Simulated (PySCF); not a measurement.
## Electronic structure of C2H5Al2BrCl2 in real space

The calculation's input:

```
{"job": {"kind": "uv", "xc": "wB97X-D", "basis": "def2-SVPD", "nstates": 8, "ntriplets": 3}, "charge": 0, "multiplicity": 1}
C     -0.494015    -0.324505     2.093984
C     -0.993137     0.767593     1.512033
Al    -0.568788     1.163671    -0.370853
Br    -1.284495     2.931946    -1.563991
Cl     1.638434     0.866696    -0.602137
Al     1.297563    -1.124832    -1.420657
Cl    -0.846744    -0.742496    -1.507671
H     -0.688315    -0.595925     3.122546
H      0.147356    -1.010536     1.544711
H     -1.626348     1.402198     2.130462
H      1.584890    -2.181409    -0.335417
H      1.834797    -1.153088    -2.864317
```

Launched as:

```sh
OMP_NUM_THREADS=1 python probes_run.py task.json out
```

Geometry: GFN2-xTB.

Level of theory: PySCF 2.14.0, wB97X-D/def2-SVPD, SCF density, gas phase.

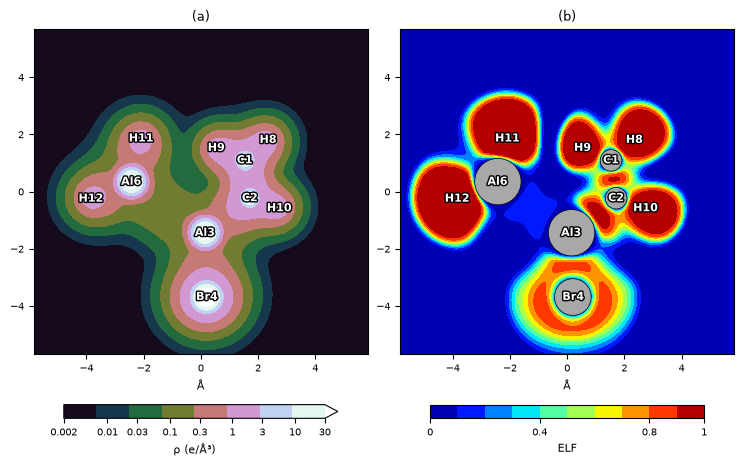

Figure 1. (a) total electron density; (b) ELF on the plane of atoms Al3, C2 and H10. Grey discs cover the atomic cores in the ELF map.

Q: Describe what can be read from this map.

A: Atoms in the plane: C, Al, Br and H. C–C (1.33 Å): the density is about 2.3 e/Å³ at the midpoint; the ELF peaks at about 0.90 between the atoms; a short, multiple covalent bond. C–Al (1.97 Å): the density is about 0.73 e/Å³ at the midpoint; the ELF peaks at about 0.95 between the atoms: a polar covalent bond. Al–Br (2.25 Å): ρ at the midpoint is about 0.67 e/Å³; the ELF peaks at about 0.85 in the valence shell of Br, 1.1 Å from its nucleus, and is about 0.85 at the midpoint. C–H (1.08 Å): the density is about 2 e/Å³ at the midpoint; the ELF climbs to about 1 towards the hydrogen, as it does in any bond to H (an ordinary covalent bond to hydrogen). Al–H (1.54 Å): the density is about 0.58 e/Å³ at the midpoint; the ELF climbs to about 1 towards the hydrogen. The ELF also peaks beside Br4, away from the bonds: lone-pair regions.

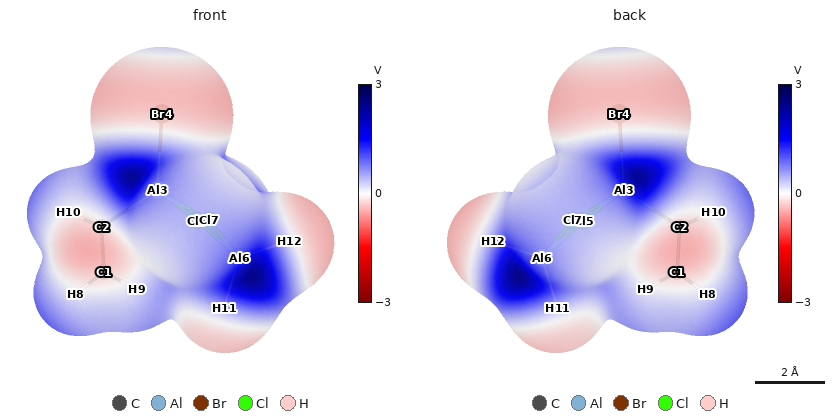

Figure 2. The molecular electrostatic potential painted on the density surface at 0.002 e/bohr³, seen from the front and from behind; the colour scale runs from red (negative) to blue (positive).

Q: Describe the electrostatic potential map.

A: The most negative region (about −0.4 V, or −9 kcal/mol for a unit charge) lies over C1, C2, Br4 and H12, the most positive (about +2.3 V, or +53 kcal/mol for a unit charge) over Al3 and Al6. Br4 shows a σ-hole: about +0.2 V at the tip opposite its bond, against about −0.4 V, or −9 kcal/mol for a unit charge on its flanks.

Q: What dipole moment does the calculation give?

A: Its dipole moment is 1.38 D.
